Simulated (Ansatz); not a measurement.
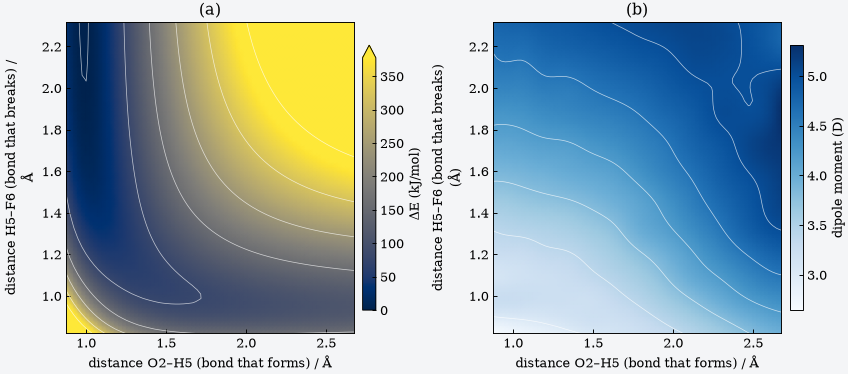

The reacting system AlF3H2O. The first coordinate is: distance O2–H5 (bond that forms); the second: distance H5–F6 (bond that breaks). Relaxed at each point: all other coordinates. The grid has 13 × 13 points. Points are written as (first, second). All energies are given in kJ/mol relative to the lowest grid point. The reference is spin-restricted, so regions where a bond is pulled apart into radicals lie too high. The calculation used Ansatz, RKS PBE-D4/def2-SVP.

Panel (a) is the energy and panel (b) the computed dipole moment on the same grid.

Drawn: a smooth colour map with a few white contour lines, one colour for all values above the top of the scale. Between grid points the surface is interpolated.

> How does the dipole moment vary over the map, and what is it at the lowest grid point?

Leaving out the highest fifth of the energies, it runs from 2.84 D at (1.191 Å, 0.819 Å) to 5.12 D at (2.673 Å, 1.450 Å). At the lowest grid point, (0.954 Å, 2.319 Å), it is 4.80 D. That point lies on the edge of the scan.
